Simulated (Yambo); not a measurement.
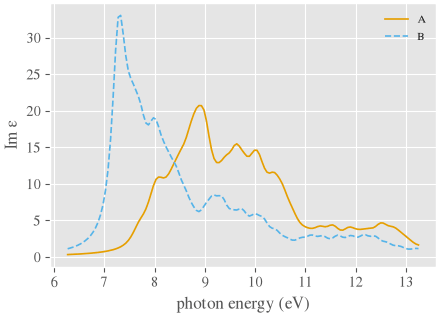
Fig. 1. Two computed absorption spectra of BeS (zinc blende, space group F-43m, No. 216) (Yambo, LDA bands with the same scissor, field along x)

Question: Which curve includes the electron-hole attraction (BSE)?

Answer: Curve B: the attraction moves weight to lower energy (centre of the plotted range 8.6 eV against 9.7 eV). Settings: 10×10×10 mesh, 3 valence and 4 conduction bands, static screening with 15 bands and a 4 Ry block, scissor 2.08 eV, Tamm-Dancoff. The scissor comes from a G0W0 run whose convergence isn't established. Broadening 0.15 eV. The band window holds all transitions up to 13.2 eV. On this mesh the peak heights and the fine structure are mesh artefacts; only the shift of weight is robust.

Geometry relaxed with LDA; primitive cell a = b = c = 3.3913 Å, α = β = γ = 60.00°.
